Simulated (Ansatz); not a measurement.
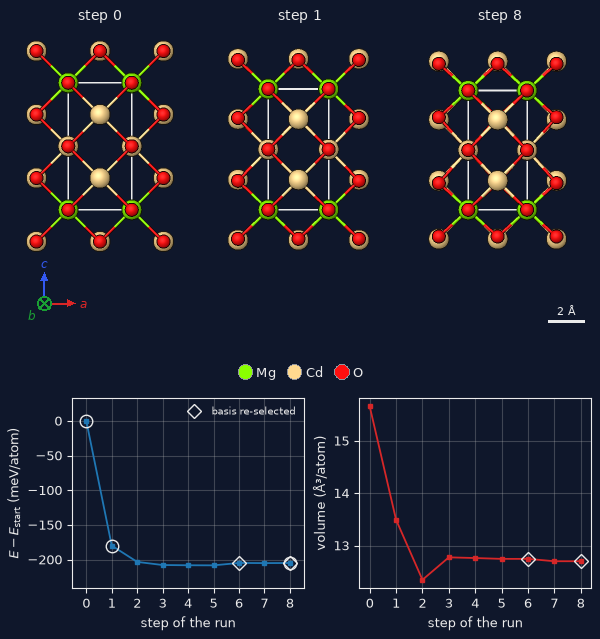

Frames of a relaxation of crystalline MgCd$_{3}$O$_{4}$ (a generated structure, set up in Pmmm) (coarse preliminary run), marked on the history of the run. Style: ball-and-stick. Shown: the cell of the calculation, along the b axis.

Method: Ansatz, DFT PBE, scalar-relativistic, plane waves, PAW. Settings: plane-wave cutoff 420 eV; k-point mesh 6 × 4 × 4; occupations gaussian; smearing width 0.1 eV; no spin polarisation; cell and atoms relaxed; force threshold 0.04 eV/Å; at most 70 steps.

### What happens along the run?

After 6 accepted moves (8 points after the start) the energy has fallen by 205 meV per atom. Largest force component: 0.72 eV/Å at the start, 0.0017 eV/Å at the end. The pressure goes from −16.34 to −0.01 GPa. The SCF was repeated twice at an unchanged geometry on a basis and grid sized afresh for the cell, which shifted the energy by 3.5 meV per atom at most. The largest moves relative to the cell, 0.18 Å, are those of O atoms. Largest moves by element: O 0.18 Å, Cd 0.04 Å. Mg stays in place. Cell: a 3.538 → 3.277 Å (−7.4 %), b 5.003 → 4.666 Å (−6.7 %), c 7.076 → 6.645 Å (−6.1 %). Volume −18.9 %. Some distances before and after: Mg–O 2.502 → 2.212 Å, Cd–O 2.502 → 2.307 Å, Mg–O 2.502 → 2.333 Å, Cd–O 2.502 → 2.333 Å. Among the angles between lasting bonds that change: O–Cd–O 180.0° → 173.2°, Cd–O–Cd 180.0° → 173.2°, Cd–O–Cd 90.0° → 83.5°. The space group stays Pmmm (No. 47). The run took 76 s on 1 thread of AMD EPYC 7R43 64-Core Processor (Zen 3) (shared host), peak memory 0.55 GiB. From step 0 to 1: O atoms move most (0.07 Å), volume −13.8 %, energy −180 meV per atom. From step 1 to 8: O atoms move most (0.11 Å), volume −5.9 %, energy −25.1 meV per atom.

| step | E − E(0), meV/atom | largest force component, eV/Å | pressure, GPa | volume, Å³/atom | note |
| --- | --- | --- | --- | --- | --- |
| 0 | 0.00 | 0.7231 | -16.34 | 15.656 |  |
| 1 | -179.87 | 0.6817 | -6.03 | 13.491 |  |
| 2 | -203.36 | 0.2353 | 4.41 | 12.345 |  |
| 3 | -207.88 | 0.0866 | -0.33 | 12.774 |  |
| 4 | -208.20 | 0.0085 | -0.15 | 12.761 |  |
| 5 | -208.34 | 0.0102 | 0.00 | 12.745 |  |
| 6 | -204.88 | 0.0098 | -0.46 | 12.745 | same geometry, new basis |
| 7 | -205.09 | 0.0017 | 0.00 | 12.700 |  |
| 8 | -204.96 | 0.0017 | -0.01 | 12.700 | same geometry, new basis |
